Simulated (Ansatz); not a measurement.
# BLYP/def2-TZVP (core potential) run of PbO (SMILES [O][Pb])

Aim: the vertical singlet–triplet gap of PbO at BLYP/def2-TZVP (core potential), from 2 runs. 

The results are computed with Ansatz 0.2.0.

## Step 1: The structure to begin with

PbO: 2 atoms, total charge 0, spin state singlet. SMILES: `[O][Pb]`. Geometry: the measured bond length.

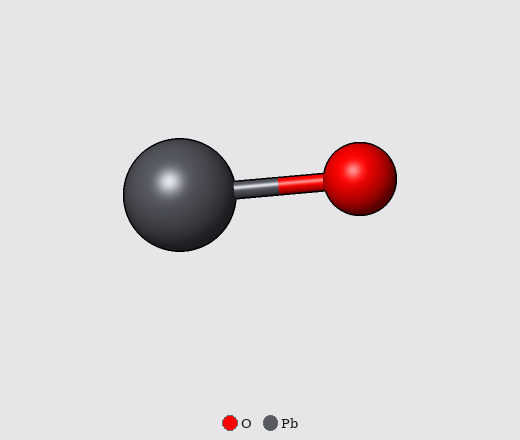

The structure, seen from a chosen angle (oxygen red, lead dark grey).

## Step 2: A single-point energy at BLYP/def2-TZVP (core potential)

Input file input.yaml:

```yaml
crystal:
  periodic: [false, false, false]
  atoms:
    - {symbol: O, position_ang: [0.000000, 0.000000, 0.000000]}
    - {symbol: Pb, position_ang: [0.000000, 0.000000, 1.921813]}
basis:
  gaussian: {orbitals: def2-TZVP}
hamiltonian: {xc: {name: BLYP}}
accuracy: high
output: {orbitals: {seedname: orbitals}}
```

Run with:

```console
$ ansatz run input.yaml --threads 1 --pin off --max-ram 3480MiB --events-out events.jsonl --progress --plain --runs-dir runs
```

Log:

```text
Warning: RAYON_NUM_THREADS=1 ignored (pool sized by the plan → 1); use --threads N
Functional definition: BLYP
  name "BLYP"
  parameter beta = 0.0042
  parameter a = 0.04918
  parameter b = 0.132
  parameter c = 0.2533
  parameter d = 0.349
  exchange = b88_x(beta = beta)
  correlation = lyp_c(a = a, b = b, c = c, d = d)
1297 factors; integrals over basis functions are off by at most 3.3e-9 eV
mean field evaluation 1: about -7278.0891 eV, gradient 9.2e1 eV
mean field evaluation 2: about -7051.2072 eV, gradient 2.3e2 eV
mean field evaluation 4: about -7294.5039 eV, gradient 2.5e1 eV
mean field evaluation 8: about -7295.3946 eV, gradient 1.5e0 eV
mean field evaluation 16: about -7295.3997 eV, gradient 1.5e-4 eV
mean field -7295.39968954 eV, -268.1009935910 hartree, gradient 9.7e-8 eV, S^2 0.000000; 0 other end points of the search recorded, 0 dependent functions left out
reference -7295.39972622 eV, -268.1009949392 hartree; 15, 15 occupied and 66, 66 virtual orbitals, 1297 factors
Total energy: -7295.39972622 eV, -268.1009949392 hartree
```

Wall time 1.5 s (1 thread of AMD EPYC 9R45 (Zen 5), shared host); peak memory 0.17 GiB.

## Step 3: The triplet, same level

input.yaml: that of step 2 with these lines changed.

```diff
@@ -7,4 +7,5 @@
   gaussian: {orbitals: def2-TZVP}
+output: {orbitals: {seedname: orbitals}}
+accuracy: high
 hamiltonian: {xc: {name: BLYP}}
-accuracy: high
-output: {orbitals: {seedname: orbitals}}
+magnetization: {spin_polarized: true, initial_magnetization: 2}
```

Run with:

```console
$ ansatz run input.yaml --threads 1 --pin off --max-ram 3480MiB --events-out events.jsonl --progress --plain --runs-dir runs
```

Log (excerpt; [...] marks lines left out):

```text
Warning: RAYON_NUM_THREADS=1 ignored (pool sized by the plan → 1); use --threads N
[... 2 set-up lines as earlier in the session ...]
[...]
1297 factors; integrals over basis functions are off by at most 3.3e-9 eV
[...]
mean field -7292.43238728 eV, -267.9919472445 hartree, gradient 2.4e-8 eV, S^2 2.003925; 14 other end points of the search recorded, 0 dependent functions left out
reference -7292.43242382 eV, -267.9919485873 hartree; 16, 14 occupied and 65, 67 virtual orbitals, 1297 factors
Total energy: -7292.43242382 eV, -267.9919485873 hartree
```

Run time: 12 s. Hardware: 1 thread of AMD EPYC 9R45 (Zen 5), shared host; peak memory 0.22 GiB.

## Step 4: Results

Level: BLYP/def2-TZVP (core potential).

| quantity | value |
| --- | --- |
| singlet: total energy | -268.10099 Eh |
| singlet: HOMO energy | -6.00 eV |
| singlet: LUMO energy | -2.86 eV |
| singlet: HOMO–LUMO gap | 3.14 eV |
| triplet: total energy | -267.99195 Eh |
| triplet: HOMO energy (highest over α and β) | -3.35 eV |
| triplet: ⟨S²⟩ | 2.004 |
| vertical energy of the triplet above the singlet | 2.967 eV |

**Reading.** At this shape the triplet lies 2.97 eV (68 kcal/mol) above the singlet.
